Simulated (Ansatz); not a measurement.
Cu (fcc, Cu type), conventional cell a = 3.564 Å, b = 3.564 Å, c = 3.564 Å, α = 90.00°, β = 90.00°, γ = 90.00°. The calculation uses the primitive cell of 1 atom, to which meshes and values per cell refer.

Two coordinates are scanned: the volume, and the ratio of the stretch along z (the conventional c axis) to the stretch across it. Atoms keep their fractional coordinates.

Calculation: PBEsol (plane waves to 420 eV, PAW, scalar-relativistic; Ansatz, an electronic-structure program). k mesh 22×22×22 (Γ-centred), Fermi-Dirac smearing 0.05 eV. E stands for the smeared free energy. With partly filled bands, the response to shear is sensitive to the k mesh, so small differences along c/a are uncertain. Cu is run without spin polarisation. Cu was relaxed with its symmetry unable to fall. The zero of ΔE is the relaxed starting cell.

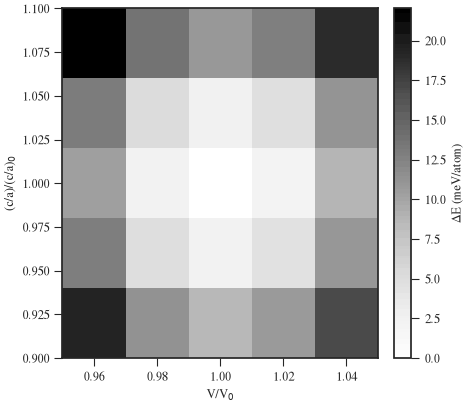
Figure. ΔE (meV/atom) over the 5×5 grid of computed points.

Lowest place on the grid: V/V₀ = 1.000, (c/a)/(c/a)₀ = 1.000 (0 meV/atom). Highest place on the grid: V/V₀ = 0.960, (c/a)/(c/a)₀ = 1.080 (22 meV/atom).

(A scan under strain: stresses follow from slopes of the energy per volume, elastic moduli from its curvatures.)
